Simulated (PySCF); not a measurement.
```yaml
atoms:
  - { symbol: C, position_ang: [2.5905, -0.0701, -0.0736] }
  - { symbol: C, position_ang: [1.2752, -0.0563, -0.1021] }
  - { symbol: C, position_ang: [0.2694, 0.4322, -1.1101] }
  - { symbol: C, position_ang: [-0.8656, -0.0962, -0.1859] }
  - { symbol: C, position_ang: [-1.8476, 0.9159, 0.2356] }
  - { symbol: N, position_ang: [-2.2519, 1.1577, 1.3771] }
  - { symbol: C, position_ang: [-1.5863, -1.2078, -0.7482] }
  - { symbol: N, position_ang: [-2.1383, -2.1045, -1.1942] }
  - { symbol: C, position_ang: [0.2202, -0.5450, 0.8502] }
  - { symbol: H, position_ang: [3.1304, -0.4840, 0.7610] }
  - { symbol: H, position_ang: [3.1786, 0.3302, -0.8818] }
  - { symbol: H, position_ang: [0.2475, 1.5138, -1.2439] }
  - { symbol: H, position_ang: [0.3196, -0.0453, -2.0886] }
  - { symbol: H, position_ang: [-2.9371, 1.8824, 1.5475] }
  - { symbol: H, position_ang: [0.1539, 0.0008, 1.7900] }
  - { symbol: H, position_ang: [0.2340, -1.6149, 1.0557] }
```

Geometry: GFN2-xTB.

Theory: UKS B3LYP, pcH-1 on C H N, non-relativistic, mean-field spin-orbit, GIAO (PySCF).

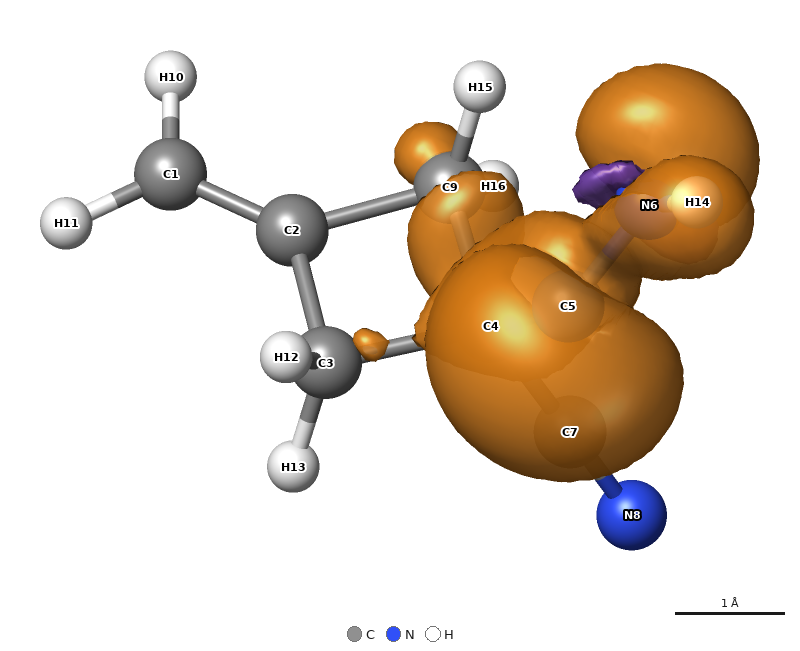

C7H7N2 (SMILES [H]/N=[C]/C1(C#N)CC(=C)C1) (doublet). Isosurfaces of the spin density (α minus β) at +0.015 (orange) and −0.015 e/Å³ (purple), seen at an oblique angle.

Describe the spin distribution.

The unpaired spin (1 electron) lies mostly on C5 (about 0.6), N6 (about 0.2) and C4 (about 0.1), in electrons by Hirshfeld's partition.
